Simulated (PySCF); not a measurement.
C₆H₁₂FP, SMILES C[C@@H]1CPCC[C@H]1F, geometry in Å:

```xyz
20

C     -2.1249    -0.6177    -0.2775
C     -0.7239    -0.2403     0.1876
C     -0.5053     1.2718     0.1171
P      1.1531     1.9119     0.6614
C      2.2161     0.6778    -0.2381
C      1.7578    -0.7692    -0.1292
C      0.3366    -0.9866    -0.6121
F      0.0707    -2.3429    -0.5495
H     -2.2822    -1.7026    -0.2093
H     -2.2847    -0.3170    -1.3262
H     -2.8895    -0.1168     0.3354
H     -0.6055    -0.5573     1.2404
H     -0.6553     1.6277    -0.9184
H     -1.2697     1.7893     0.7195
H      1.1732     1.2444     1.9293
H      3.2470     0.7912     0.1332
H      2.2413     1.0012    -1.2937
H      1.8202    -1.1096     0.9185
H      2.4173    -1.4296    -0.7167
H      0.2558    -0.6888    -1.6767
```

GIAO shifts, PBE0/pcSseg-1 (IEF-PCM chloroform), PySCF 2.14.0, at a PBE0-D3(BJ)/def2-SVP geometry (no frequency check), against TMS for ¹³C and PH₃ for ³¹P computed at the same level (³¹P: the usual scale starts at 85 % H₃PO₄ instead). fully decoupled, line heights follow the number of nuclei, widths are arbitrary (no quadrupolar broadening); values of one conformer, averaged over methyl-type rotors and exact or near symmetry; other conformers aren't averaged in.

Q: Predict the ¹³C spectrum.

A: 6 signals.


| δ (ppm) | nuclei | atoms |
| --- | --- | --- |
| 97.6 | 1 | C7 |
| 43.6 | 1 | C2 |
| 37.9 | 1 | C6 |
| 28.1 | 1 | C3 |
| 21.4 | 1 | C1 |
| 20.9 | 1 | C5 |

The order of signals that lie close, as those under 2 ppm apart, is within the error of the method.

Q: Which ³¹P signals does it give?

A: 1 signal.


| δ (ppm) | nuclei | atoms |
| --- | --- | --- |
| 178.1 | 1 | P4 |

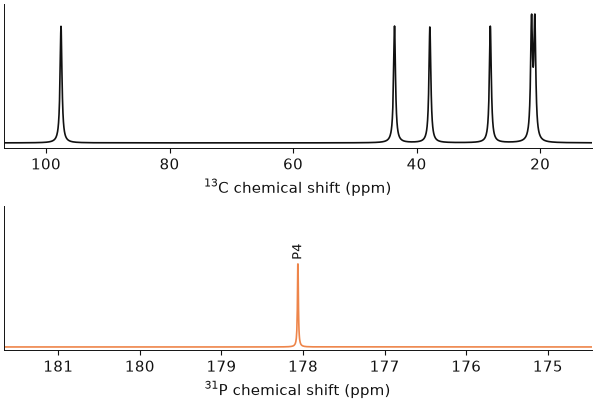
